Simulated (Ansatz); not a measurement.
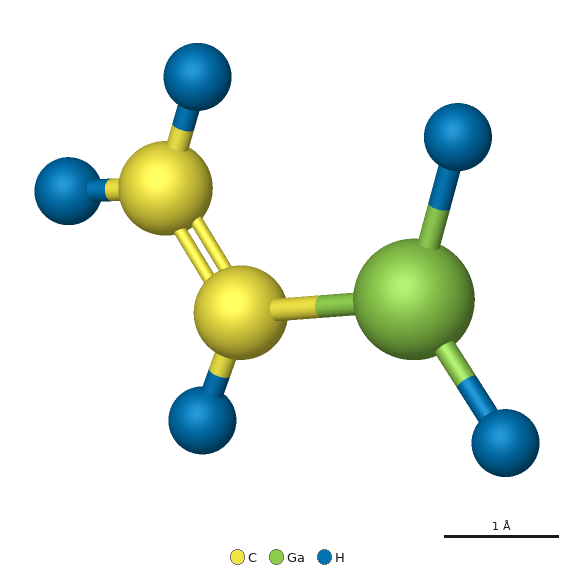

The picture shows a molecular structure as a ball-and-stick model.

The computed structure is the end point of a PBE0-D4/def2-TZVP optimisation.

Give the formula.

C₂H₅Ga, 8 atoms: 2 carbon, 5 hydrogen and 1 gallium.

Give the symmetry (Schoenflies symbol).

Cs.

More results for the same structure follow; atom numbers are the same in all pictures, views and colours differ.

## Shape

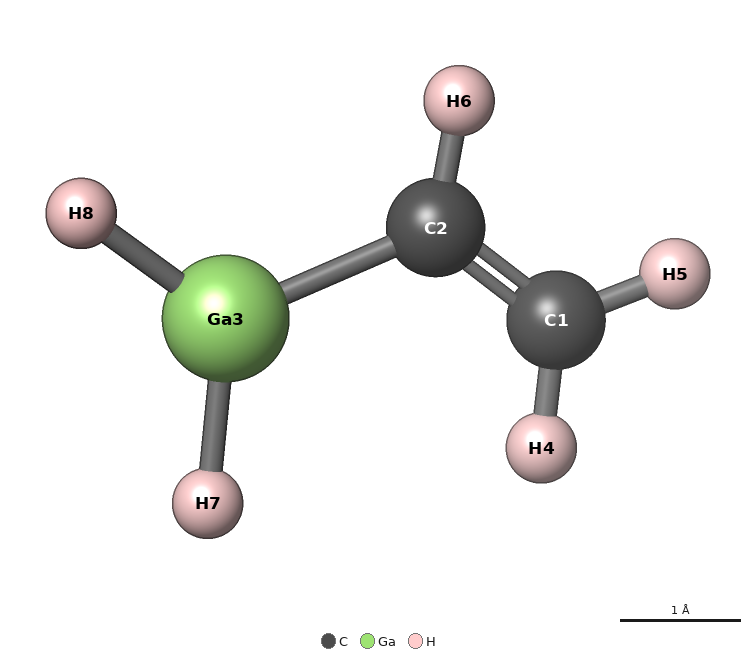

Estimate the angles C2–C1–H4, C2–C1–H5, H4–C1–H5, C1–C2–Ga3, C1–C2–H6, Ga3–C2–H6, C2–Ga3–H7, C2–Ga3–H8, H7–Ga3–H8.

```
    angle  degrees
 C2–C1–H4    121.7
 C2–C1–H5    122.7
 H4–C1–H5    115.6
C1–C2–Ga3    120.5
 C1–C2–H6    117.7
Ga3–C2–H6    121.8
C2–Ga3–H7    116.7
C2–Ga3–H8    122.0
H7–Ga3–H8    121.3
```

## Dipole moment

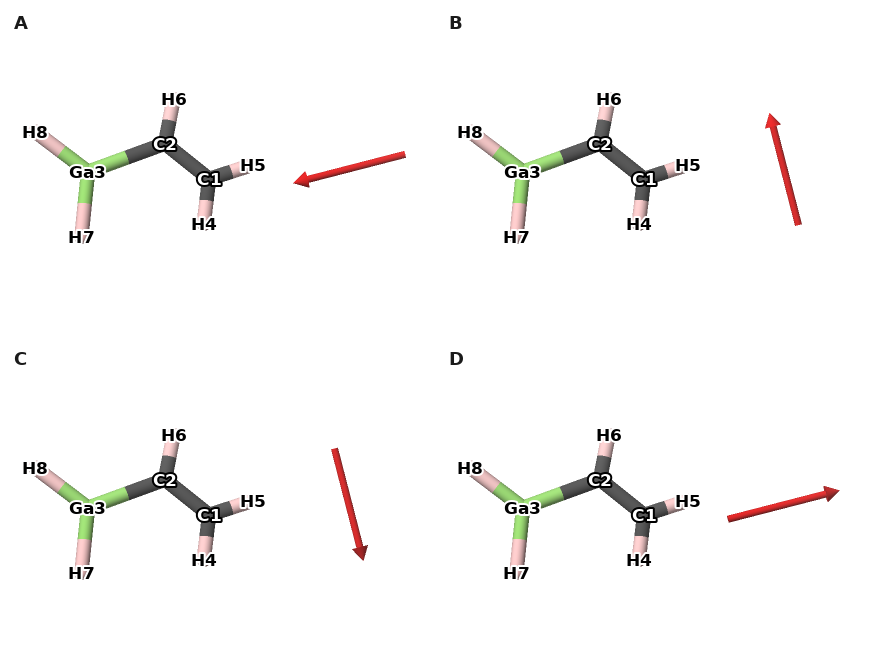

The same molecule four times, each with an arrow. Level of theory: RKS B3LYP-D4/def2-TZVPP (Ansatz 0.2.0).

Which arrow points along the dipole moment, from the negative to the positive end?

D. The dipole moment is 0.85 D; it points from the side of H8 to the side of H5 (the outermost atoms at the two ends).

## Vibrations

Harmonic vibrations computed with RKS PBE0-D4/def2-TZVP (Ansatz 0.2.0) at a stationary point of the same level.

How many vibrational modes are there, and where do they lie?

18 modes: 162, 218, 434, 473, 597, 631, 752, 1009, 1015, 1058, 1282, 1435, 1647, 1960, 1971, 3112, 3141, 3194 cm⁻¹.

## Electronic properties

Properties computed with RKS PBE0-D4/def2-TZVPP (Ansatz 0.2.0).

Give the dispersion correction at this level.

−11.0 kJ/mol.

Give the HOMO energy (Kohn–Sham orbital) at this level.

−8.04 eV.

Estimate the HOMO–LUMO gap.

6.29 eV.

What is the vertical ionisation energy?

10.16 eV.
